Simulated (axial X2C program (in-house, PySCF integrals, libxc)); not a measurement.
# RhLi: from the state search to constants

What are the state, bond length, wavenumber and bond energy of RhLi, and what does spin–orbit coupling change?

The runs use an in-house X2C program for linear molecules on PySCF integrals; all-electron X2C, Rh dyall-cv3z, Li dyall-cv3z.

All values are calculated.

**1. The job**

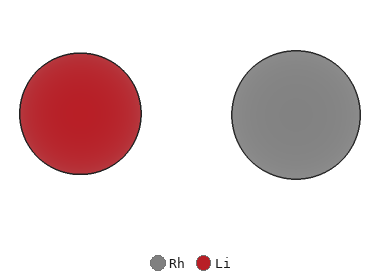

The two atoms at 2.580 Å (rhodium grey, lithium red).

Contents of task.json:

```json
{
 "zs": [
  45,
  3
 ],
 "q": 0,
 "bas": [
  "dyall-cv3z",
  "dyall-cv3z"
 ],
 "levels": [
  "PBE0",
  "HF",
  "TPSS"
 ],
 "cc": true,
 "r0": 2.58,
 "thr": -2.0,
 "nmax": 90,
 "npts": 10,
 "nst": 2,
 "ntry": 6
}
```

Keys: zs atomic numbers; q charge; bas basis sets; levels methods (HF also brings MP2); cc coupled cluster on or off; r0 starting distance in Å; thr threshold in hartree for freezing inner shells (an s shell follows its p shell); nmax most natural virtual spinors; npts points asked for on the curve; nst determinants followed; ntry starts of the search.

The run is started by

```bash
python so2c.py task.json out
```

Spin-free means the one-electron spin-free X2C Hamiltonian; two-component (2c) means X2C with spin–orbit coupling and atomic mean-field two-electron Coulomb and Gaunt terms. Basis: Rh dyall-cv3z contracted to [12s12p8d5f3g], Li dyall-cv3z contracted to [7s8p2d]; Gaussian nuclei, density fitting. Masses: Rh 102.906 u, Li 7.016 u.

Notation: σ, π±, δ± give the projection m of an orbital's angular momentum (0, ±1, ±2), α and β its spin, Λ and M_S the sums; ω is the projection of a spinor's total angular momentum and Ω the sum. Logs are in hartree.

The results follow Hamiltonian by Hamiltonian and level by level.

**2. Search for the lowest determinant**

PBE0 moves the distance from 2.580 Å to 2.390 Å and compares determinants there.

Spin-free determinants:

```csv
ΔE (eV),state,open shells
0.00,"M_S = 1, Λ = 2","beyond closed shells: σα, δ+α, δ+β, δ-α"
0.33,"M_S = 1, Λ = 3","beyond closed shells: π+α, π+β, π-α, δ+α, δ+β, δ-α"
0.47,"M_S = 1, Λ = 1","beyond closed shells: π+α, π-α, π-β, δ+α, δ+β, δ-α"
0.48,"M_S = 1, Λ = 0","beyond closed shells: π+α, π-α"
0.49,"M_S = 1, Λ = 1","beyond closed shells: σα, π+α, π+β, π-α"
0.50,"M_S = 0, Λ = 2","beyond closed shells: σβ, δ+α, δ+β, δ-α"
0.75,"M_S = 1, Λ = 0",beyond closed shells: 2 × σα
```

Two-component determinants:

```csv
ΔE (eV),state,open shells
0.00,Ω = 3,"excess of +ω over −ω: ω = 1/2, ω = 5/2"
0.25,Ω = 1,"excess of +ω over −ω: ω = -1/2, ω = 3/2"
0.27,Ω = 4,"excess of +ω over −ω: ω = 3/2, ω = 5/2"
0.50,Ω = 2,"excess of +ω over −ω: ω = -1/2, ω = 5/2"
0.64,Ω = 2,"excess of +ω over −ω: ω = 1/2, ω = 3/2"
0.66,Ω = 1,"excess of +ω over −ω: ω = -3/2, ω = 5/2"
0.86,Ω = 1,excess of +ω over −ω: 2 × ω = 1/2
```

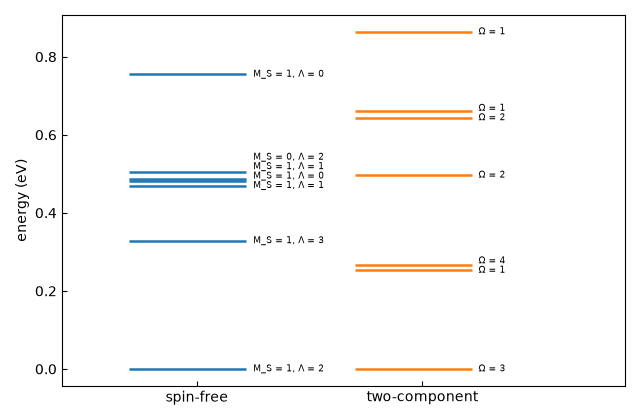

The determinants found, each set from its own lowest.

**3. PBE0, spin-free**

State followed: M_S = 1, Λ = 2 (beyond closed shells: σα, δ+α, δ+β, δ-α). The scan is laid around 2.390 Å, a first estimate of the minimum, and this SCF restarts from the orbitals of the search.

Output at 2.390 Å:

```text
spin-free X2C-1e  PBE0
basis functions 191  fitting functions 857  grid points 5083
iter        total energy     max residual
   1      -4790.861585663     5.05e-05
   2      -4790.861585730     4.80e-05
   3      -4790.861585784     6.03e-05
   4      -4790.861585807     1.91e-05
   5      -4790.861585810     1.08e-05
converged
one-electron -6667.75238844  Coulomb 1988.54276936  exact exchange -34.83175655  xc functional -106.71097314  nuclear repulsion 29.89076296
```

Along the bond, energies from the lowest point:

| R (Å) | E (eV) | μ (D) | HOMO (eV) | LUMO (eV) | iterations |
| --- | --- | --- | --- | --- | --- |
| 2.247 | 0.0356 | 4.07 | -4.57 | -1.88 | 22 |
| 2.318 | 0.0079 | 4.16 | -4.57 | -1.82 | 20 |
| 2.390 | 0.0000 | 4.25 | -4.56 | -1.77 | 5 |
| 2.474 | 0.0112 | 4.35 | -4.55 | -1.71 | 20 |
| 2.557 | 0.0406 | 4.44 | -4.53 | -1.67 | 16 |
| 2.665 | 0.0979 | 4.55 | -4.49 | -1.64 | 20 |

Dipoles are positive if Li is the positive end.

Outer orbitals at the reference distance:

| symmetry | occupied | ε (eV) | atomic character |
| --- | --- | --- | --- |
| σα | yes | -6.72 | 98% Rh d |
| δ+α | yes | -6.69 | 100% Rh d |
| δ-α | yes | -6.69 | 100% Rh d |
| π+α | yes | -6.11 | 97% Rh d |
| π-α | yes | -6.11 | 97% Rh d |
| π+β | yes | -5.48 | 97% Rh d, 2% Li p |
| π-β | yes | -5.33 | 96% Rh d, 3% Li p |
| δ+β | yes | -5.14 | 100% Rh d |
| σβ | yes | -4.62 | 32% Rh s, 30% Rh d, 26% Li s |
| σα | yes | -4.56 | 57% Rh s, 29% Li s, 12% Li p |
| σβ | no | -1.77 | 57% Rh d, 24% Li s, 14% Rh s |
| δ-β | no | -1.35 | 99% Rh d |
| σα | no | -1.31 | 40% Li p, 32% Li s, 23% Rh p |
| σβ | no | -1.12 | 50% Li p, 18% Rh p, 14% Li s |

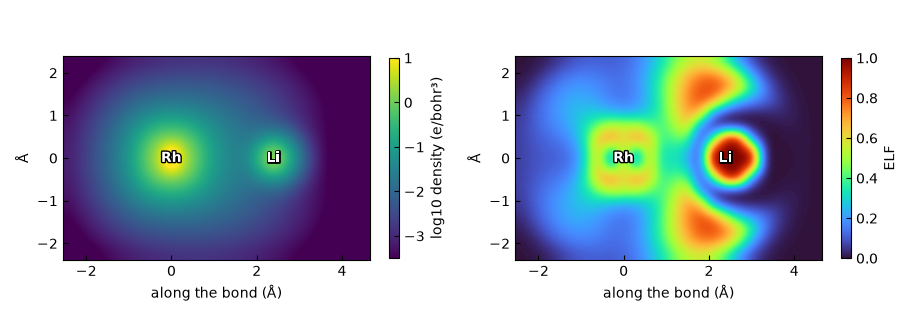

PBE0 fields in a plane through the axis, from a grid of 0.3 Å; Rh lies at z = 0 and Li at z = 2.390 Å; the ELF is damped to zero where the density is low.

Re = 2.387 Å, ωe = 367 cm⁻¹, Be = 0.4505 cm⁻¹, De = 1.56 eV, μ = 4.24 D.

**4. HF, spin-free**

Output at 2.390 Å:

```text
spin-free X2C-1e  HF
basis functions 191  fitting functions 857  grid points 5083
iter        total energy     max residual
   1      -4788.645882312     4.60e-01
   2      -4788.671816122     1.22e-02
   3      -4788.678400827     6.81e-02
   4      -4788.683381527     7.67e-02
   5      -4788.685144535     2.89e-02
   6      -4788.686402787     2.20e-02
   7      -4788.686630664     1.47e-02
   8      -4788.686814268     2.11e-03
   9      -4788.686942872     7.10e-03
  10      -4788.686978920     5.30e-03
  11      -4788.687008368     3.16e-04
  12      -4788.687014681     1.24e-03
  13      -4788.687018406     9.92e-04
  14      -4788.687020585     1.50e-04
  15      -4788.687021936     4.18e-04
  16      -4788.687022432     3.50e-04
  17      -4788.687022542     9.29e-05
  18      -4788.687022559     1.73e-05
  19      -4788.687022562     2.57e-05
  20      -4788.687022562     7.83e-06
  21      -4788.687022562     3.55e-07
converged
one-electron -6666.11610369  Coulomb 1986.98033025  exact exchange -139.44201208  xc functional 0.00000000  nuclear repulsion 29.89076296
```

No constants are quoted: the lowest point is the long end of the scan.

**5. TPSS, spin-free**

The SCF at the reference distance of 2.390 Å:

```text
spin-free X2C-1e  TPSS
basis functions 191  fitting functions 857  grid points 5083
iter        total energy     max residual
   1      -4791.029630111     1.59e-01
   2      -4791.030043810     1.53e-02
   3      -4791.031237914     9.64e-02
   4      -4791.032398775     1.05e-02
   5      -4791.032458373     1.45e-02
   6      -4791.032651826     6.54e-03
   7      -4791.032683870     2.13e-03
   8      -4791.032699244     2.11e-04
   9      -4791.032699784     5.20e-05
  10      -4791.032699864     4.91e-05
  11      -4791.032699878     7.69e-06
  12      -4791.032699879     5.57e-06
converged
one-electron -6667.27160278  Coulomb 1988.03829303  exact exchange 0.00000000  xc functional -141.69015308  nuclear repulsion 29.89076296
```

Re = 2.347 Å, ωe = 392 cm⁻¹, Be = 0.4661 cm⁻¹, De = 1.81 eV, μ = 4.20 D.

**6. MP2 and beyond, spin-free**

Correlated methods: 10 electrons correlated (frozen shells, counted by type: Rh 4 s, 3 p, 1 d; Li 1 s), 254 virtual spinors in MP2, 90 natural virtuals in coupled cluster.

Output of the correlated part at 2.390 Å:

```text
correlated 10  virtual 254  natural virtual 90  E(MP2) -0.301725837  MP2 remainder -0.012269095
iter   CCSD correlation   residual
   1     -0.274869675   1.44e-01
   2     -0.283156364   7.15e-02
   3     -0.286588521   4.43e-02
   4     -0.287342594   2.23e-02
   5     -0.288018523   1.38e-02
   6     -0.288329252   1.00e-02
   7     -0.288479540   7.33e-03
   8     -0.288757586   4.65e-03
   9     -0.288740837   2.20e-03
  10     -0.288789141   9.50e-04
  11     -0.288778036   4.33e-04
  12     -0.288785919   2.28e-04
  13     -0.288786423   1.09e-04
  14     -0.288786682   5.67e-05
  15     -0.288787834   3.10e-05
  16     -0.288788064   1.37e-05
  17     -0.288788170   6.46e-06
  18     -0.288788289   3.84e-06
  19     -0.288788287   2.44e-06
(T) -0.015253678  T1 0.0922  D1 0.2788  max T2 0.091
```

T1 in the output is the amplitude norm over the root of the electron number; divide by √2 for the Lee–Taylor value.

MP2: No constants are quoted: the reference is strongly spin-contaminated.

CCSD: Re = 2.449 Å, ωe = 374 cm⁻¹, Be = 0.428 cm⁻¹, De = 1.52 eV. T1 at Re = 0.063 (Lee–Taylor, the printed value over √2).

CCSD(T): Re = 2.432 Å, ωe = 389 cm⁻¹, Be = 0.4338 cm⁻¹, De = 1.64 eV. T1 at Re = 0.064 (Lee–Taylor, the printed value over √2).

**7. A higher determinant, spin-free**

State: M_S = 1, Λ = 3 (beyond closed shells: π+α, π+β, π-α, δ+α, δ+β, δ-α).

Output at the reference distance:

```text
spin-free X2C-1e  PBE0
basis functions 191  fitting functions 857  grid points 5083
iter        total energy     max residual
   1      -4790.849518961     4.10e-05
   2      -4790.849518972     2.05e-05
   3      -4790.849518973     1.21e-05
converged
one-electron -6666.16686221  Coulomb 1986.92110241  exact exchange -34.82648730  xc functional -106.66803483  nuclear repulsion 29.89076296
```

| R (Å) | E above the lowest PBE0 point (eV) |
| --- | --- |
| 2.247 | 0.414 |
| 2.318 | 0.358 |
| 2.390 | 0.328 |
| 2.474 | 0.319 |
| 2.557 | 0.332 |
| 2.665 | 0.374 |

Re = 2.463 Å, ωe = 369 cm⁻¹, Be = 0.4232 cm⁻¹, μ = 4.17 D. Te = 0.32 eV.

**8. The spin-free curves together**

Energy (eV) of the followed determinant, spin-free, from each level's lowest point:

| R (Å) | PBE0 | HF | MP2 (spin-contaminated) | CCSD | CCSD(T) | TPSS |
| --- | --- | --- | --- | --- | --- | --- |
| 2.247 | 0.036 | 0.296 | 0.071 | 0.083 | 0.073 | 0.019 |
| 2.318 | 0.008 | 0.198 | 0.022 | 0.032 | 0.024 | 0.000 |
| 2.390 | 0.000 | 0.125 | 0.000 | 0.005 | 0.000 | 0.002 |
| 2.474 | 0.011 | 0.064 | 0.002 | 0.000 | 0.000 | 0.025 |
| 2.557 | 0.041 | 0.025 | 0.028 | 0.017 | 0.023 | 0.067 |
| 2.665 | 0.098 | 0.000 | 0.089 | 0.066 | 0.079 | 0.139 |

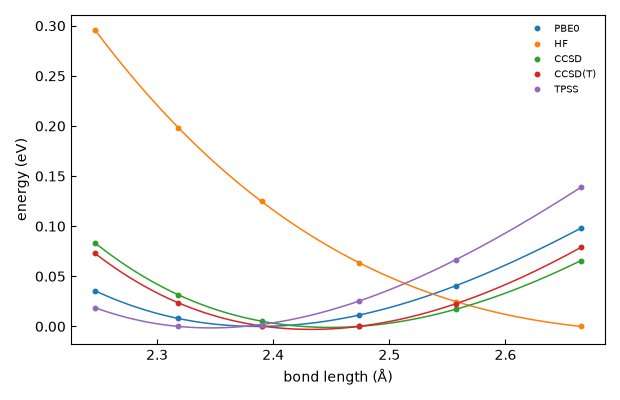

Curves of the followed state, spin-free, each from its own lowest point. Left out: MP2.

**9. PBE0, 2c**

State followed: Ω = 3 (excess of +ω over −ω: ω = 1/2, ω = 5/2). The scan is laid around 2.390 Å, a first estimate of the minimum, and this SCF restarts from the orbitals of the search.

Output at 2.390 Å:

```text
two-component X2C + atomic mean field  PBE0
basis functions 191  fitting functions 857  grid points 5083
iter        total energy     max residual
   1      -4788.906033561     5.35e-05
   2      -4788.906033584     2.66e-05
   3      -4788.906033620     9.55e-05
   4      -4788.906033622     1.93e-05
converged
one-electron -6662.38920406  Coulomb 1987.47867225  exact exchange -34.81158197  xc functional -106.65093558  nuclear repulsion 29.89076296  atomic mean-field constant -2.42374722
```

Along the bond, energies from the lowest point:

| R (Å) | E (eV) | μ (D) | HOMO (eV) | LUMO (eV) | iterations |
| --- | --- | --- | --- | --- | --- |
| 2.247 | 0.0373 | 4.05 | -4.58 | -1.87 | 23 |
| 2.318 | 0.0087 | 4.14 | -4.58 | -1.81 | 20 |
| 2.390 | 0.0000 | 4.23 | -4.57 | -1.76 | 4 |
| 2.474 | 0.0106 | 4.33 | -4.55 | -1.71 | 21 |
| 2.557 | 0.0394 | 4.43 | -4.53 | -1.66 | 15 |
| 2.665 | 0.0962 | 4.54 | -4.48 | -1.63 | 20 |

Dipoles are positive if Li is the positive end.

Outer spinors at the reference distance:

| ω | occupied | ε (eV) | atomic character | λ mixture |
| --- | --- | --- | --- | --- |
| -3/2 | yes | -6.86 | 100% Rh d | 99% δ, 1% π |
| 1/2 | yes | -6.76 | 98% Rh d | 98% σ, 2% π |
| 5/2 | yes | -6.54 | 100% Rh d | 100% δ |
| -1/2 | yes | -6.23 | 97% Rh d | 98% π, 2% σ |
| 3/2 | yes | -6.08 | 98% Rh d | 96% π, 4% δ |
| 1/2 | yes | -5.55 | 97% Rh d, 2% Li p | 98% π, 2% σ |
| 3/2 | yes | -5.28 | 100% Rh d | 95% δ, 5% π |
| -3/2 | yes | -5.27 | 96% Rh d, 3% Li p | 99% π, 1% δ |
| -1/2 | yes | -4.61 | 32% Rh s, 30% Rh d, 26% Li s | 99% σ, 1% π |
| 1/2 | yes | -4.57 | 57% Rh s, 29% Li s, 12% Li p | 100% σ |
| -1/2 | no | -1.76 | 57% Rh d, 23% Li s, 14% Rh s | 99% σ, 1% π |
| 1/2 | no | -1.31 | 40% Li p, 32% Li s, 23% Rh p | 100% σ |
| -5/2 | no | -1.24 | 99% Rh d | 100% δ |
| -1/2 | no | -1.12 | 49% Li p, 18% Rh p, 14% Li s | 100% σ |

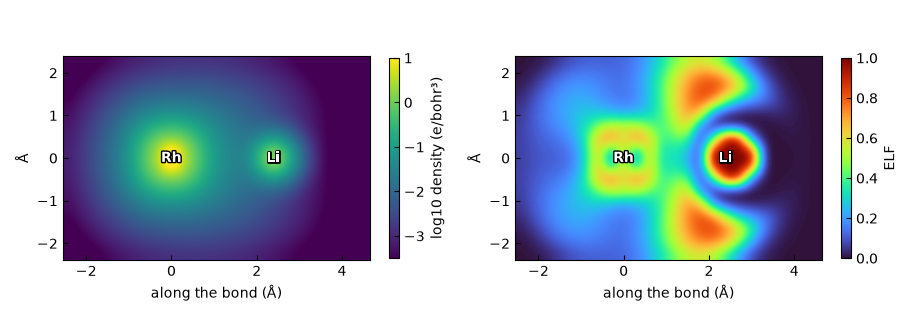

PBE0 fields in a plane through the axis, from a grid of 0.3 Å; Rh lies at z = 0 and Li at z = 2.390 Å; the ELF is damped to zero where the density is low.

Re = 2.390 Å, ωe = 367 cm⁻¹, Be = 0.4495 cm⁻¹, De = 1.56 eV, μ = 4.23 D.

**10. HF, 2c**

Output at 2.390 Å:

```text
two-component X2C + atomic mean field  HF
basis functions 191  fitting functions 857  grid points 5083
iter        total energy     max residual
   1      -4786.689843948     4.60e-01
   2      -4786.715901929     1.22e-02
   3      -4786.722471568     6.80e-02
   4      -4786.727274327     7.38e-02
   5      -4786.728941209     2.72e-02
   6      -4786.730111103     2.01e-02
   7      -4786.730312458     1.40e-02
   8      -4786.730490765     1.72e-03
   9      -4786.730601717     6.65e-03
  10      -4786.730637506     5.14e-03
  11      -4786.730664931     3.26e-04
  12      -4786.730671925     1.21e-03
  13      -4786.730676099     1.10e-03
  14      -4786.730678762     2.68e-04
  15      -4786.730680578     4.07e-04
  16      -4786.730681376     4.30e-04
  17      -4786.730681654     1.53e-04
  18      -4786.730681786     6.66e-05
  19      -4786.730681918     2.10e-04
  20      -4786.730682053     2.21e-04
  21      -4786.730682155     1.04e-04
  22      -4786.730682199     1.45e-05
  23      -4786.730682210     3.39e-05
  24      -4786.730682212     1.64e-05
  25      -4786.730682212     3.39e-06
  26      -4786.730682213     7.74e-06
  27      -4786.730682213     9.51e-06
  28      -4786.730682213     5.20e-06
  29      -4786.730682213     8.55e-07
converged
one-electron -6660.79492569  Coulomb 1985.95790491  exact exchange -139.36067718  xc functional 0.00000000  nuclear repulsion 29.89076296  atomic mean-field constant -2.42374722
```

No constants are quoted: the lowest point is the long end of the scan.

**11. TPSS, 2c**

The SCF at the reference distance of 2.390 Å:

```text
two-component X2C + atomic mean field  TPSS
basis functions 191  fitting functions 857  grid points 5083
iter        total energy     max residual
   1      -4789.072429391     1.59e-01
   2      -4789.072963379     1.52e-02
   3      -4789.074078274     9.80e-02
   4      -4789.075296717     9.08e-03
   5      -4789.075349535     1.44e-02
   6      -4789.075549213     5.98e-03
   7      -4789.075581252     2.13e-03
   8      -4789.075595969     1.04e-04
   9      -4789.075596497     5.71e-05
  10      -4789.075596592     7.12e-05
  11      -4789.075596606     8.51e-06
  12      -4789.075596607     6.90e-06
converged
one-electron -6661.92053038  Coulomb 1986.98701025  exact exchange 0.00000000  xc functional -141.60909222  nuclear repulsion 29.89076296  atomic mean-field constant -2.42374722
```

Re = 2.348 Å, ωe = 392 cm⁻¹, Be = 0.4654 cm⁻¹, De = 1.87 eV, μ = 4.19 D.

**12. MP2 and beyond, 2c**

Correlated methods: 10 electrons correlated (frozen shells, counted by type: Rh 4 s, 3 p, 1 d; Li 1 s), 254 virtual spinors in MP2, 90 natural virtuals in coupled cluster.

Output of the correlated part at 2.390 Å:

```text
correlated 10  virtual 254  natural virtual 90  E(MP2) -0.301717586  MP2 remainder -0.012314165
iter   CCSD correlation   residual
   1     -0.274887534   1.43e-01
   2     -0.283169178   7.13e-02
   3     -0.286574023   4.40e-02
   4     -0.287314913   2.21e-02
   5     -0.287982920   1.36e-02
   6     -0.288290738   9.88e-03
   7     -0.288434794   7.15e-03
   8     -0.288700228   4.50e-03
   9     -0.288682132   2.14e-03
  10     -0.288728044   9.26e-04
  11     -0.288717181   4.33e-04
  12     -0.288724767   2.44e-04
  13     -0.288725132   1.39e-04
  14     -0.288725292   9.44e-05
  15     -0.288726684   7.06e-05
  16     -0.288726766   5.11e-05
  17     -0.288726745   3.71e-05
  18     -0.288726725   2.51e-05
  19     -0.288726358   1.47e-05
  20     -0.288726433   8.59e-06
  21     -0.288726393   5.91e-06
  22     -0.288726501   4.52e-06
  23     -0.288726611   3.27e-06
  24     -0.288726682   1.94e-06
  25     -0.288726732   1.10e-06
  26     -0.288726747   5.71e-07
(T) -0.015255424  T1 0.0912  D1 0.2756  max T2 0.092
```

MP2: No constants are quoted: the reference is strongly spin-contaminated.

CCSD: Re = 2.450 Å, ωe = 376 cm⁻¹, Be = 0.4277 cm⁻¹, De = 1.51 eV. T1 at Re = 0.063 (Lee–Taylor, the printed value over √2).

CCSD(T): Re = 2.433 Å, ωe = 391 cm⁻¹, Be = 0.4335 cm⁻¹, De = 1.64 eV. T1 at Re = 0.063 (Lee–Taylor, the printed value over √2).

**13. A higher determinant, 2c**

State: Ω = 1 (excess of +ω over −ω: ω = -1/2, ω = 3/2).

Output at the reference distance:

```text
two-component X2C + atomic mean field  PBE0
basis functions 191  fitting functions 857  grid points 5083
iter        total energy     max residual
   1      -4788.896748293     9.60e-05
   2      -4788.896748339     3.43e-05
   3      -4788.896748398     1.24e-04
   4      -4788.896748414     4.06e-05
   5      -4788.896748418     1.64e-05
converged
one-electron -6662.38166141  Coulomb 1987.47789936  exact exchange -34.81100602  xc functional -106.64899609  nuclear repulsion 29.89076296  atomic mean-field constant -2.42374722
```

| R (Å) | E above the lowest PBE0 point (eV) |
| --- | --- |
| 2.247 | 0.290 |
| 2.318 | 0.261 |
| 2.390 | 0.253 |
| 2.474 | 0.263 |
| 2.557 | 0.292 |
| 2.665 | 0.349 |

Re = 2.389 Å, ωe = 367 cm⁻¹, Be = 0.4496 cm⁻¹, μ = 4.25 D. Te = 0.25 eV.

**14. The 2c curves together**

Energy (eV) of the followed determinant, 2c, from each level's lowest point:

| R (Å) | PBE0 | HF | MP2 (spin-contaminated) | CCSD | CCSD(T) | TPSS |
| --- | --- | --- | --- | --- | --- | --- |
| 2.247 | 0.037 | 0.294 | 0.071 | 0.085 | 0.074 | 0.019 |
| 2.318 | 0.009 | 0.197 | 0.022 | 0.032 | 0.024 | 0.000 |
| 2.390 | 0.000 | 0.124 | 0.000 | 0.005 | 0.001 | 0.001 |
| 2.474 | 0.011 | 0.063 | 0.003 | 0.000 | 0.000 | 0.024 |
| 2.557 | 0.039 | 0.024 | 0.029 | 0.017 | 0.023 | 0.065 |
| 2.665 | 0.096 | 0.000 | 0.090 | 0.065 | 0.079 | 0.137 |

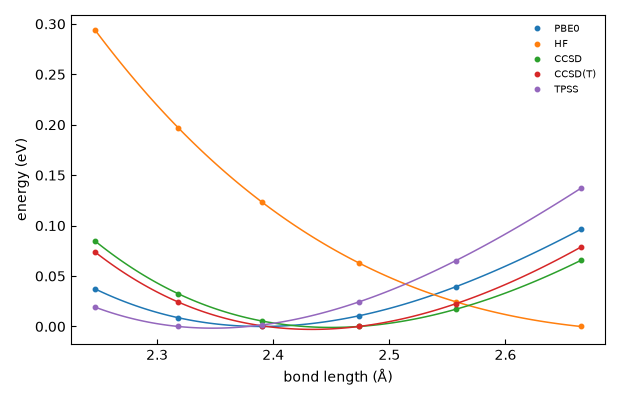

Curves of the followed state, 2c, each from its own lowest point. Left out: MP2.

Time for the job: 3.5 min (1 thread of Intel Xeon at 2.60GHz (Ice Lake), shared host); peak memory 0.64 GiB.

**15. Results**

Lowest determinant that the search found at its distance, spin-free: M_S = 1, Λ = 2 (beyond closed shells: σα, δ+α, δ+β, δ-α).

Lowest determinant that the search found at its distance, 2c: Ω = 3 (excess of +ω over −ω: ω = 1/2, ω = 5/2).

```csv
Hamiltonian,level,Re (Å),ωe (cm⁻¹),De (eV),μ (D)
spin-free,PBE0,2.387,367,1.56,4.24
spin-free,CCSD,2.449,374,1.52,n/a
spin-free,CCSD(T),2.432,389,1.64,n/a
spin-free,TPSS,2.347,392,1.81,4.20
2c,PBE0,2.390,367,1.56,4.23
2c,CCSD,2.450,376,1.51,n/a
2c,CCSD(T),2.433,391,1.64,n/a
2c,TPSS,2.348,392,1.87,4.19
```

Dipoles are positive if Li is the positive end. No constants: spin-free HF (the lowest point is the long end of the scan); spin-free MP2 (the reference is strongly spin-contaminated); 2c HF (the lowest point is the long end of the scan); 2c MP2 (the reference is strongly spin-contaminated).

Time per point (s) on 1 thread of Intel Xeon at 2.60GHz (Ice Lake), shared host (2c runs; CCSD comes with the CCSD(T) run); the times are rough: PBE0 1.2, CCSD(T) 7.6, TPSS 1.4.

What this shows: At CCSD(T), going from spin-free to two-component changes Re by +1 mÅ, ωe by +0.4 %, which is small (part of it comes from the scalar share of the two-electron terms). De moves by 0.00 eV; both De rest on single-determinant atoms, which can miss part of an open shell's spin–orbit lowering.

De refers to Rh + Li, each in the lowest determinant found, which need not be this curve's own limit. Each curve is one determinant whose occupation by symmetry is held fixed; it was picked as the lowest of a PBE0 search that is not exhaustive. Dissociation energies refer to the lowest single-determinant-based atoms at the same level and basis. Density functionals use the spin component along the axis (collinear). Coupled cluster ran in a truncated set of natural virtual spinors; the MP2 energy of the rest was added. The meta-GGAs lack a current-density term, which matters for open shells with orbital currents, atoms included. With several unpaired electrons one determinant need not be a pure state. The spin-free determinant is spin-contaminated at some levels. T1 at Re is 0.064 (Lee–Taylor), above the customary mark of 0.02.
